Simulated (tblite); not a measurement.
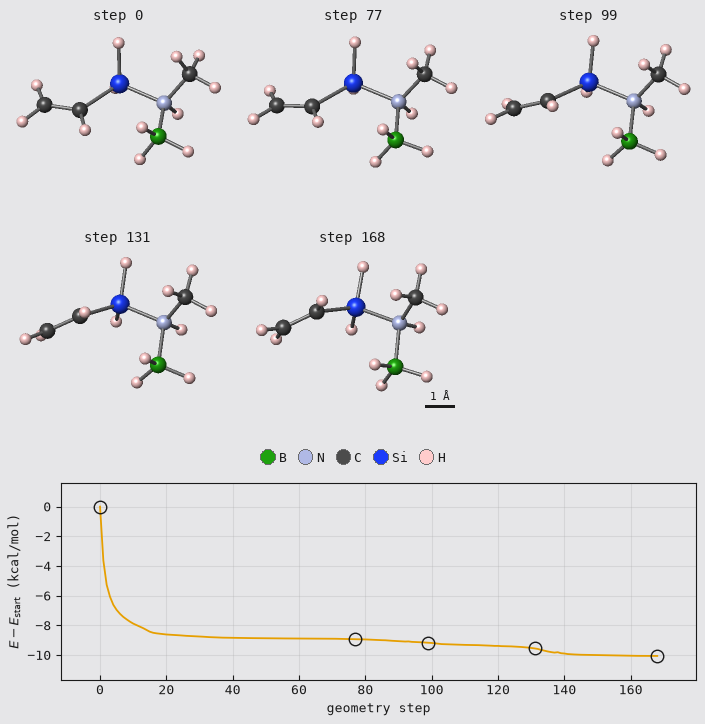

Frames of a relaxation of C₃H₁₂BNSi, marked on the history of the run. A ball-and-stick model, seen from a free direction.

The calculation used GFN2-xTB geometry optimisation, gas phase (tblite 0.8.0). 

Question: What happens along the run?

Answer: The energy falls by 10.1 kcal/mol in 168 geometry steps. The atom that moves furthest after the best rigid fit is an H atom (1.84 Å). By element the largest moves are H 1.84 Å, C 0.73 Å, B 0.51 Å, Si 0.34 Å, N 0.10 Å. Among the contacts that change: B–N 1.521 → 1.665 Å, H–N 1.048 → 1.014 Å, C–H 1.107 → 1.079 Å, C–Si 1.855 → 1.875 Å. Bond angles that change, for instance: C–Si–H 106.9° → 115.8°, H–B–H 106.1° → 112.7°, C–C–H 116.0° → 122.4°. Groups turn about N–Si by about 50°, C–Si by about 40°. From step 0 to 77: an H atom moves most (0.32 Å), energy −8.93 kcal/mol. From step 77 to 99: an H atom moves most (0.60 Å), energy −0.24 kcal/mol. From step 99 to 131: an H atom moves most (0.55 Å), energy −0.38 kcal/mol. From step 131 to 168: an H atom moves most (0.50 Å), energy −0.51 kcal/mol.
